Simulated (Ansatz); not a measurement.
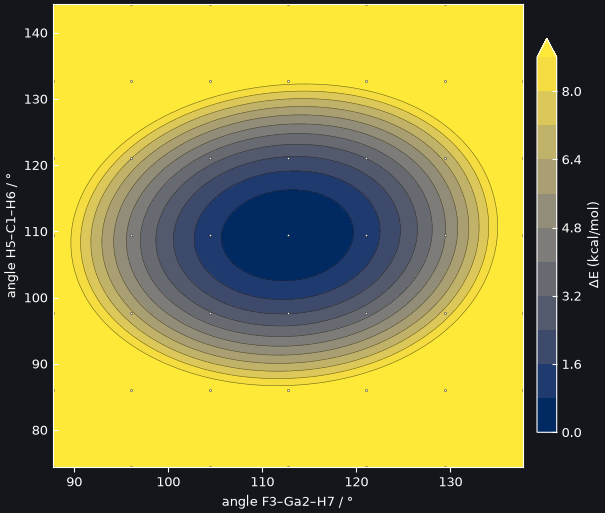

CH₄FGa, SMILES [CH3][GaH][F]. The first coordinate is: angle F3–Ga2–H7; the second: angle H5–C1–H6. Nothing is relaxed (all other coordinates rigid). The grid has 7 × 7 points. Points are written as (first, second). All energies are given in kcal/mol relative to the lowest grid point. Level of theory: RKS wB97X-V/def2-TZVP (Ansatz 0.2.0).

The picture shows filled contours, dots at the grid points, one colour for all values above the top of the scale. Between grid points the surface is interpolated.

> Where is the minimum, and how stiff is the well along each coordinate?

The interpolated minimum is at angle F3–Ga2–H7 ≈ 112.7°, angle H5–C1–H6 ≈ 109.4°. The curvatures there are about 4.6 eV/rad² and 4.8 eV/rad², with a cross term of about −0.3 eV/rad². Round the minimum the two coordinates are weakly coupled (coupling −0.06 in units of the two stiffnesses). (1 eV is 23.1 kcal/mol.)
